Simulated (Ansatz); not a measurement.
**CH8B2O2Si: geometry relaxation (part 2 of 2)**

CH8B2O2Si; RKS B3LYP/6-31G* (Ansatz 0.2.0). It belongs to a series of runs on one base structure; here: end point B relaxed.

Geometry of the input (Å):
```
B  -1.4864  -1.2930  0.8212
O  -0.4102  -0.3398  1.0793
C  0.1433  0.1144  -0.1469
Si 1.7264  -0.9640  -0.5380
O  0.6665  1.4183  0.0195
B  -0.4678  2.3852  0.0669
H  -1.3204  -2.4087  0.7226
H  -0.6160  -0.1228  2.0231
H  -0.4909  0.0742  -0.9918
H  2.3024  -0.4848  -1.7371
H  1.1906  -2.3589  -0.7164
H  2.6300  -0.9217  0.5966
H  -1.0278  2.6732  1.0809
H  -0.8789  2.8753  -0.9158
```

```
mean field -14487.86622395 eV, -532.4192635017 hartree, gradient 1.4e-5 eV, S^2 0.000000; 1 other end points of the search recorded, 0 dependent functions left out
the calculation of the forces begins
reference -14487.86650980 eV, -532.4192740064 hartree; 27, 27 occupied and 83, 83 virtual orbitals, 1217 factors
Total energy: -14487.86650980 eV, -532.4192740064 hartree
Atom 0 at    -1.922415    -0.362904     1.520549 Å, force    -0.003130     0.001641     0.001155 eV/Å
Atom 1 at    -0.342850    -0.716573     0.966411 Å, force     0.010322     0.006355     0.003293 eV/Å
Atom 2 at     0.201978    -0.322542    -0.340085 Å, force    -0.001464    -0.004892     0.005862 eV/Å
Atom 3 at     2.041279    -0.862365    -0.525648 Å, force     0.003782     0.000612    -0.001755 eV/Å
Atom 4 at     0.084822     1.066318    -0.558365 Å, force     0.000958    -0.000012    -0.004590 eV/Å
Atom 5 at    -0.746122     1.916249     0.098822 Å, force    -0.003708     0.003142     0.001796 eV/Å
Atom 6 at    -2.439025    -0.393824     0.391923 Å, force    -0.002244    -0.000545     0.000646 eV/Å
Atom 7 at     0.221598    -0.459271     1.717485 Å, force    -0.003692    -0.004758    -0.007835 eV/Å
Atom 8 at    -0.472401    -0.834835    -1.032125 Å, force    -0.000425     0.000925    -0.002322 eV/Å
Atom 9 at     2.593465    -0.360230    -1.805475 Å, force     0.000777     0.001309     0.000443 eV/Å
Atom 10 at     2.100791    -2.343290    -0.468644 Å, force    -0.002145    -0.000521    -0.000352 eV/Å
Atom 11 at     2.770157    -0.276073     0.629691 Å, force    -0.002003     0.001016     0.002340 eV/Å
Atom 12 at    -1.353932     1.561192     1.082897 Å, force     0.001265     0.001035     0.001651 eV/Å
Atom 13 at    -0.776546     3.035059    -0.313387 Å, force     0.001707    -0.005307    -0.000333 eV/Å
Dipole moment:     0.894780    -0.165652    -0.500170 e Å
```

**Trajectory as extended XYZ (Å, eV, eV/Å), 8 of the 43 frames kept, from step=1 to step=43**
```
14
Properties=species:S:1:pos:R:3:forces:R:3 step=1 energy=-14484.57891
B    -1.4864   -1.2930    0.8212   -4.6351   1.5081   0.3590
O    -0.4102   -0.3398    1.0793    0.5236  -2.6014   0.6550
C     0.1433    0.1144   -0.1469    5.3755   1.6281  -0.5888
Si    1.7264   -0.9640   -0.5380   -1.7546  -0.8736   0.8341
O     0.6665    1.4183    0.0195   -2.5940   1.4801   0.1407
B    -0.4678    2.3852    0.0669    1.1945  -1.0754   0.2560
H    -1.3204   -2.4087    0.7226    1.7846  -2.0389  -0.3307
H    -0.6160   -0.1228    2.0231    0.1749   1.4777   0.1626
H    -0.4909    0.0742   -0.9918   -1.9568  -0.2118  -0.2738
H     2.3024   -0.4848   -1.7371    0.6697   0.4956  -1.2417
H     1.1906   -2.3589   -0.7164    0.2885   0.2140  -0.0134
H     2.6300   -0.9217    0.5966    0.4366   0.1164   0.4463
H    -1.0278    2.6732    1.0809    0.3208  -0.2542   0.3153
H    -0.8789    2.8753   -0.9158    0.1718   0.1353  -0.7207
14
Properties=species:S:1:pos:R:3:forces:R:3 step=7 energy=-14487.14826
B    -1.8528   -1.2572    1.1243   -0.4699  -0.0461   0.4160
O    -0.2910   -0.5646    1.1996   -0.1170  -0.2702  -0.2929
C     0.1874   -0.0409   -0.1199    0.5731   0.4958   0.0128
Si    1.8267   -0.9593   -0.5278   -0.0270  -0.2228  -0.0171
O     0.4039    1.3450   -0.0547   -0.2123  -0.5028  -0.4981
B    -0.5082    2.3613    0.0983   -0.1886   0.0056   0.0766
H    -1.6478   -2.1071    0.2404    0.3553   0.2172  -0.0146
H    -0.4269    0.1811    1.8086   -0.0625   0.0331   0.0207
H    -0.6173   -0.2726   -0.8310    0.0662   0.1088   0.1548
H     2.3135   -0.5716   -1.8782   -0.0541   0.0559   0.0495
H     1.4946   -2.4039   -0.5107    0.0525  -0.0185   0.0026
H     2.8449   -0.6492    0.5055   -0.0501   0.0830  -0.0073
H    -1.1089    2.4733    1.1343   -0.0406  -0.0650  -0.1049
H    -0.6573    3.1128   -0.8247    0.1750   0.1260   0.2019
14
Properties=species:S:1:pos:R:3:forces:R:3 step=13 energy=-14487.76110
B    -1.8105   -1.2874    1.4883    0.0845  -0.1708  -0.2014
O    -0.4760   -0.4602    0.9997    0.0359   0.4598   0.5206
C     0.1115   -0.1072   -0.3384    0.1832   0.0709  -0.1039
Si    1.8555   -0.9107   -0.5129   -0.0139   0.0174   0.0198
O     0.1992    1.2860   -0.5488   -0.0322   0.0752   0.1445
B    -0.4632    2.2806    0.1019   -0.2321   0.2573  -0.1650
H    -2.0113   -1.8639    0.3863    0.0083   0.2442   0.2284
H    -0.1588    0.1146    1.7412   -0.2383  -0.5077  -0.6030
H    -0.6267   -0.5321   -1.0248    0.0043  -0.0227   0.0911
H     2.4153   -0.6051   -1.8547   -0.0195  -0.0104   0.0362
H     1.6964   -2.3732   -0.3224    0.0185   0.0262  -0.0100
H     2.7168   -0.3304    0.5503   -0.0231  -0.0100  -0.0123
H    -1.2493    2.0257    0.9839    0.2700   0.1047  -0.1291
H    -0.2381    3.4104   -0.2856   -0.0457  -0.5341   0.1843
14
Properties=species:S:1:pos:R:3:forces:R:3 step=19 energy=-14487.83646
B    -1.8436   -1.1333    1.5036   -0.0752  -0.0231   0.0223
O    -0.4654   -0.5309    0.9917    0.0937   0.0617   0.0236
C     0.1154   -0.1702   -0.3714   -0.0040  -0.0010  -0.0241
Si    1.9075   -0.8589   -0.5011   -0.0039   0.0197  -0.0134
O     0.0751    1.2057   -0.6339    0.0669  -0.0459  -0.0374
B    -0.5036    2.2058    0.0765   -0.0631  -0.0420   0.0336
H    -2.3172   -1.4192    0.3923    0.0186   0.0185   0.0199
H     0.0320   -0.1758    1.7507   -0.0615  -0.0428  -0.0559
H    -0.6013   -0.6790   -1.0209   -0.0004  -0.0073   0.0084
H     2.5254   -0.4517   -1.7859    0.0026   0.0047   0.0011
H     1.8388   -2.3348   -0.3877   -0.0029  -0.0038   0.0000
H     2.6625   -0.2861    0.6431    0.0063   0.0102   0.0078
H    -1.0560    1.9848    1.1130    0.0162   0.0260   0.0195
H    -0.4087    3.2906   -0.4060    0.0066   0.0251  -0.0054
14
Properties=species:S:1:pos:R:3:forces:R:3 step=25 energy=-14487.84250
B    -1.9414   -1.0368    1.5124    0.0262   0.0040  -0.0501
O    -0.4605   -0.5802    0.9681    0.0443   0.0272   0.0218
C     0.1045   -0.2263   -0.3725   -0.0458  -0.0385   0.0118
Si    1.9302   -0.8288   -0.4990   -0.0018   0.0216  -0.0003
O     0.0128    1.1439   -0.6651    0.0329   0.0310  -0.0274
B    -0.4873    2.1559    0.0875   -0.0144  -0.0495   0.0404
H    -2.4156   -1.2633    0.3862   -0.0138   0.0050   0.0241
H     0.0460   -0.2347    1.7243   -0.0319  -0.0122  -0.0198
H    -0.5812   -0.7665   -1.0305    0.0048   0.0120   0.0054
H     2.5279   -0.3916   -1.7832   -0.0076  -0.0026   0.0026
H     1.9442   -2.3059   -0.3781   -0.0030  -0.0054  -0.0010
H     2.6482   -0.2094    0.6454    0.0069   0.0025   0.0070
H    -0.9239    1.9536    1.1823    0.0037   0.0193  -0.0009
H    -0.4432    3.2370   -0.4137   -0.0006  -0.0144  -0.0136
14
Properties=species:S:1:pos:R:3:forces:R:3 step=31 energy=-14487.84372
B    -1.9556   -0.9588    1.5021    0.0002   0.0015   0.0073
O    -0.4437   -0.6027    0.9699   -0.0411  -0.0259  -0.0304
C     0.1179   -0.2451   -0.3661    0.0013   0.0067  -0.0098
Si    1.9485   -0.8281   -0.5026    0.0137   0.0039   0.0029
O     0.0156    1.1264   -0.6567    0.0262  -0.0328  -0.0054
B    -0.5113    2.1234    0.0961   -0.0327   0.0184   0.0280
H    -2.4456   -1.1400    0.3756    0.0039   0.0025   0.0034
H     0.0590   -0.2671    1.7314    0.0302   0.0152   0.0181
H    -0.5632   -0.7865   -1.0271   -0.0045   0.0011   0.0031
H     2.5260   -0.3889   -1.7951    0.0001  -0.0020   0.0020
H     1.9804   -2.3054   -0.3782   -0.0038   0.0062  -0.0009
H     2.6727   -0.1983    0.6329   -0.0044  -0.0010  -0.0021
H    -0.9515    1.9137    1.1886    0.0050   0.0024  -0.0161
H    -0.4883    3.2043   -0.4066    0.0058   0.0038  -0.0001
14
Properties=species:S:1:pos:R:3:forces:R:3 step=37 energy=-14487.86389
B    -1.9518   -0.4572    1.5319    0.0419   0.0143   0.0378
O    -0.3486   -0.7152    0.9600   -0.0496  -0.0091   0.0415
C     0.1925   -0.3167   -0.3412    0.0199   0.0095  -0.0434
Si    2.0330   -0.8545   -0.5258   -0.0033  -0.0037   0.0043
O     0.0869    1.0739   -0.5604    0.0160  -0.0250  -0.0319
B    -0.7149    1.9465    0.1011    0.0499   0.0561  -0.0370
H    -2.4670   -0.4782    0.4036    0.0188  -0.0032  -0.0336
H     0.2113   -0.4529    1.7126   -0.0206  -0.0045  -0.0005
H    -0.4816   -0.8241   -1.0372    0.0015   0.0028   0.0056
H     2.5773   -0.3785   -1.8189    0.0007   0.0033   0.0002
H     2.1011   -2.3333   -0.4342    0.0001  -0.0024  -0.0041
H     2.7609   -0.2371    0.6139    0.0027  -0.0041  -0.0006
H    -1.3361    1.6090    1.0726   -0.0536  -0.0234   0.0530
H    -0.7022    3.0652   -0.3142   -0.0246  -0.0104   0.0088
14
Properties=species:S:1:pos:R:3:forces:R:3 step=43 energy=-14487.86622
B    -1.9224   -0.3629    1.5205   -0.0031   0.0016   0.0012
O    -0.3428   -0.7166    0.9664    0.0103   0.0064   0.0033
C     0.2020   -0.3225   -0.3401   -0.0015  -0.0049   0.0059
Si    2.0413   -0.8624   -0.5256    0.0038   0.0006  -0.0018
O     0.0848    1.0663   -0.5584    0.0010   0.0000  -0.0046
B    -0.7461    1.9162    0.0988   -0.0037   0.0031   0.0018
H    -2.4390   -0.3938    0.3919   -0.0022  -0.0005   0.0006
H     0.2216   -0.4593    1.7175   -0.0037  -0.0048  -0.0078
H    -0.4724   -0.8348   -1.0321   -0.0004   0.0009  -0.0023
H     2.5935   -0.3602   -1.8055    0.0008   0.0013   0.0004
H     2.1008   -2.3433   -0.4686   -0.0021  -0.0005  -0.0004
H     2.7702   -0.2761    0.6297   -0.0020   0.0010   0.0023
H    -1.3539    1.5612    1.0829    0.0013   0.0010   0.0017
H    -0.7765    3.0351   -0.3134    0.0017  -0.0053  -0.0003
```

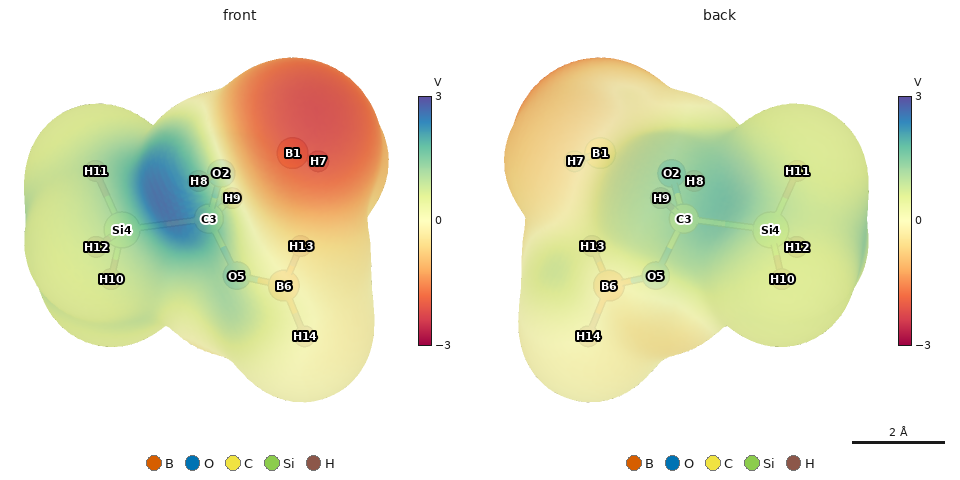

Fig. 1: The electrostatic potential painted on the density surface at 0.001 e/bohr³, seen at a tilt and from behind; the colour scale runs from red (negative) to blue (positive). A positive charge is drawn to the negative regions and a negative charge to the positive ones.

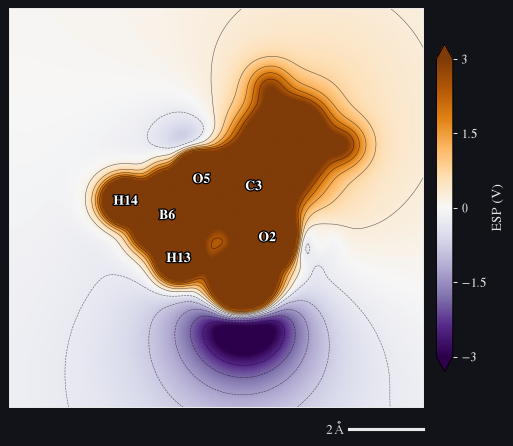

Fig. 2: Molecular electrostatic potential on the plane of atoms O5, B6 and H14. The section cuts through O, C, B and H sites.
